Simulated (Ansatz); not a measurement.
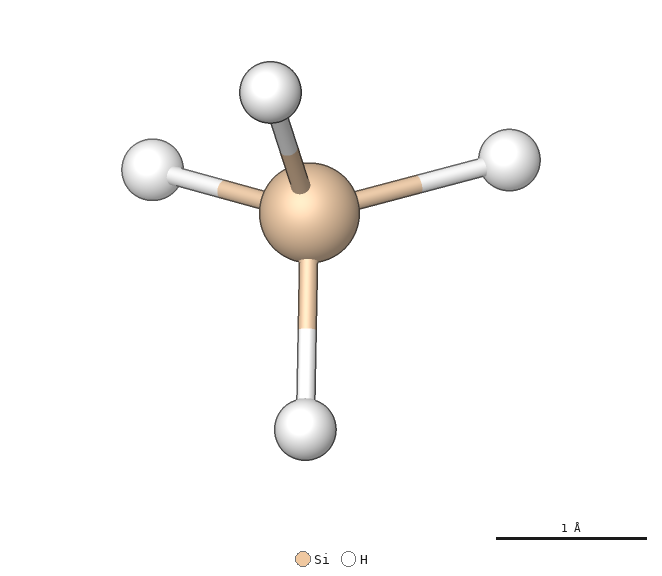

Ball-and-stick drawing of a structure.

Computed geometry: PBE0-D4/def2-TZVP optimisation.

Question: What is the molecular formula?

Answer: SiH₄, 5 atoms: 1 silicon and 4 hydrogen.

Question: How many bonds of each kind are drawn?

Answer: 4 Si–H. Sticks follow a distance rule.

More results for the same structure follow; atom numbers are the same in all pictures, views and colours differ.

## Geometry

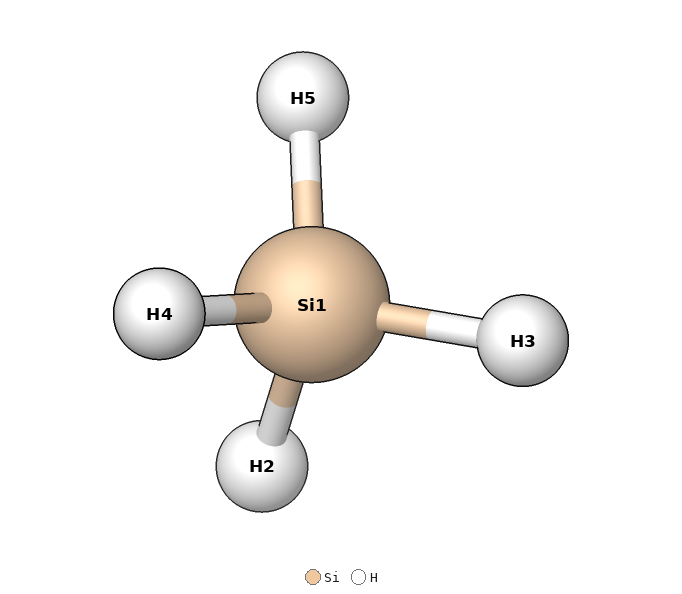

Numbered structure.

Give the bond lengths.

```
  bond  length (Å)
Si1–H2       1.485
Si1–H3       1.485
Si1–H4       1.485
Si1–H5       1.485
```

## Electronic properties

Level of theory: RHF-CCSD(T), frozen core/def2-QZVPP (Ansatz 0.2.0).

Question: What is the T1 diagnostic?

Answer: 0.011.

## Vibrations

Harmonic vibrations computed with RKS PBE0-D4/def2-TZVP (Ansatz 0.2.0) at a stationary point of the same level.

Question: List the wavenumbers.

Answer: 9 modes: 906, 907, 907, 968, 968, 2236, 2246, 2246, 2246 cm⁻¹.

## Charges

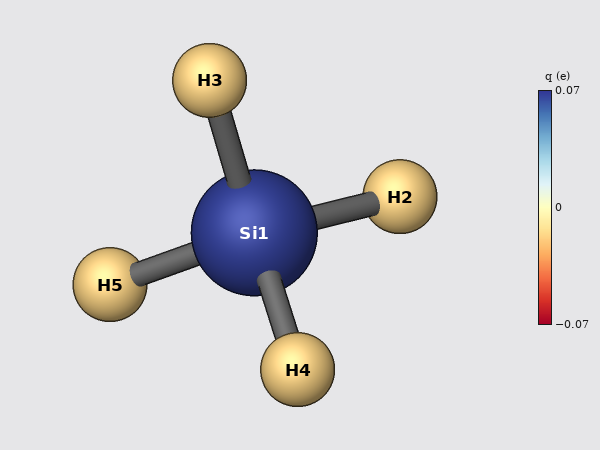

Atoms are coloured by their Mulliken charges. Level of theory: RKS PBE0-D4/def2-TZVP (Ansatz 0.2.0).

Give the Mulliken charges atom by atom.

```
atom  value (e)
 Si1       0.07
  H2      −0.02
  H3      −0.02
  H4      −0.02
  H5      −0.02
```

Mulliken values depend strongly on the basis set and can even reverse the polarity of a bond.
